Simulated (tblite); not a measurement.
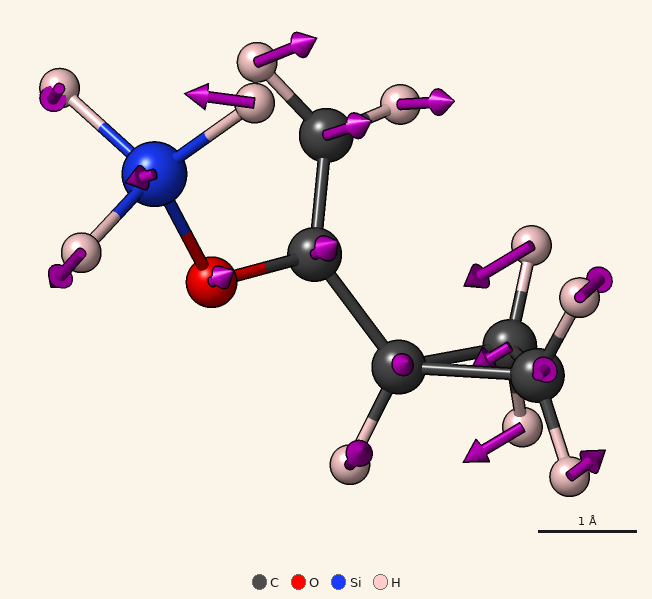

A relaxation of C₅H₁₀OSi. The starting structure is drawn; purple arrows show the displacements, at their true length. The two geometries are superimposed by the best rigid fit.

A ball-and-stick model, seen from a free direction.

Method: tblite 0.8.0, GFN2-xTB geometry optimisation, gas phase. 

> Atoms of which element are displaced furthest, and by how much?

Hydrogen: up to 0.95 Å, against 0.69 Å for carbon.

> What happened in the run?

The energy falls by 0.598 eV in 152 geometry steps. The largest move after the best rigid fit is that of an H atom, 0.95 Å. By element the largest moves are H 0.95 Å, C 0.69 Å, Si 0.37 Å, O 0.35 Å. Among the contacts that change: O–Si 1.707 → 1.624 Å, C–O 1.425 → 1.354 Å, C–H 1.128 → 1.079 Å, H–Si 1.491 → 1.454 Å. Among the angles between lasting bonds that change: C–O–Si 124.1° → 134.0°, O–Si–H 106.3° → 98.9°, H–Si–H 106.1° → 113.2°. Groups turn about C–C by about 35°, C–O by about 35°. The run took 0.98 s on 1 thread of Arm Neoverse V1, with other jobs on the host.
